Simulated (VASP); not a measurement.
Band structure of CaS (rock salt). Level of theory: PBE GGA, VASP's PBE PAW potentials (set 64) (plane waves; VASP).

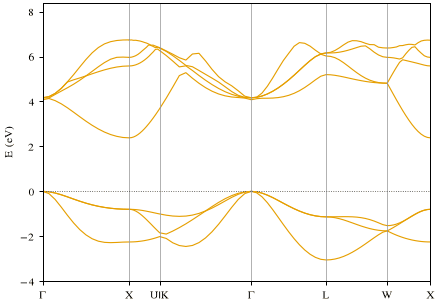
Figure. Bands along high-symmetry lines, zero at the valence-band maximum or, without a gap, the Fermi level

**Question.** Read the plot: is there a gap, and where are the band edges?

**Answer.** The gap is indirect, 2.38 eV, from the valence maximum at Γ to the conduction minimum at X. (Edges off the drawn lines would not show.)

Measured: gap 4.43 eV (computed value off by -2.05 eV), as given by David Waroquiers et al., Physical Review B (2013), arXiv:1302.6756.

The compound is CaS in the rock salt structure. It was relaxed first.
